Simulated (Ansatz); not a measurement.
The calculation's input:

```
crystal:
  lattice:
    - [-5.646141, 5.647374, 0.004236]
    - [-5.648335, 0.002051, 5.648301]
    - [-0.004462, 5.647146, 5.645879]
  atoms:
    - { symbol: Al, position: [0.0016029701, 0.0011047558, 0.9997130131] }
    - { symbol: Al, position: [0.0027099553, 0.4986732498, 0.0006754333] }
    - { symbol: Al, position: [0.5021286127, 0.4987699666, 0.0002580491] }
    - { symbol: Al, position: [0.5015374749, 0.0010429278, 0.4997458445] }
    - { symbol: Al, position: [0.0022153451, 0.4987064645, 0.5002235296] }
    - { symbol: Al, position: [0.502536647, 0.4988398541, 0.5007476553] }
    - { symbol: P, position: [0.868935785, 0.8669719941, 0.3670299364] }
    - { symbol: P, position: [0.3921692262, 0.8597107088, 0.3901300294] }
    - { symbol: P, position: [0.870064984, 0.3957536509, 0.3681303503] }
    - { symbol: P, position: [0.8924718473, 0.8595823629, 0.8900476679] }
    - { symbol: P, position: [0.3772028085, 0.3753149104, 0.3753369694] }
    - { symbol: P, position: [0.3690799438, 0.8668703495, 0.8671301034] }
    - { symbol: P, position: [0.8772533164, 0.3753373214, 0.875225292] }
    - { symbol: P, position: [0.3702285188, 0.3955294317, 0.8682587612] }
    - { symbol: Tl, position: [0.5007282826, 0.9992558939, 0.9982802065] }
    - { symbol: Tl, position: [0.0003744113, 0.9995048157, 0.4982318311] }
basis:
  ecutwfc: 420
kpoints:
  mp_grid: { grid: [4, 4, 4] }
hamiltonian:
  xc: pbe
scf:
  occupations: { method: gaussian, width: 0.02 }
  n_extra_bands: 8
output:
  forces: true
  stress: true
  eigenvalues: true
  populations: true
  dos:
    method: { smearing: { sigma: 0.1, scheme: gaussian } }
    projected: true
    de: 0.02
  write_density: true
  write_potential: true
  elf: true
  volumetric_format: npy
```

Launched as:

```sh
ansatz run input.yaml --threads 4 --pin off --max-ram 9216MiB --backend cpu --events-out ev --progress --plain --runs-dir out
```

Space group Pm; a generated structure, not necessarily the stable one.

Theory: Ansatz, DFT PBE, scalar-relativistic, plane waves, PAW.

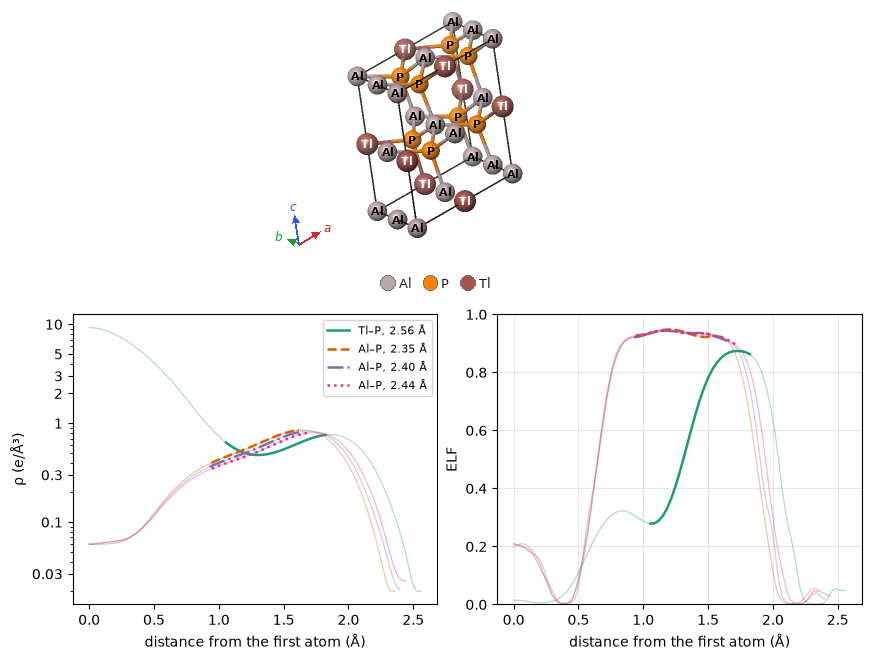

Al$_{3}$TlP$_{4}$. Valence pseudo-density and electron localisation function along straight lines between neighbouring atoms. Thin, pale parts lie inside the atomic spheres. The structure is drawn too.

In a PAW calculation such maps are meaningful between the atoms, not at the nuclei.

**Compare the contacts.**

Tl–P (2.56 Å): the density is about 0.48 e/Å³ at the midpoint; the ELF peaks at about 0.85 in the valence shell of P, 0.8 Å from its nucleus, and is about 0.45 at the midpoint.
Al–P (2.35 Å): the density is about 0.53 e/Å³ at the midpoint; the ELF peaks at about 0.95 between the atoms (a covalent bond).
Al–P (2.40 Å): ρ is about 0.5 e/Å³ halfway; the ELF peaks at about 0.95 between the atoms (a covalent bond).
Al–P (2.44 Å): the density is about 0.47 e/Å³ at the midpoint; the ELF peaks at about 0.95 between the atoms, as expected for a shared electron pair.
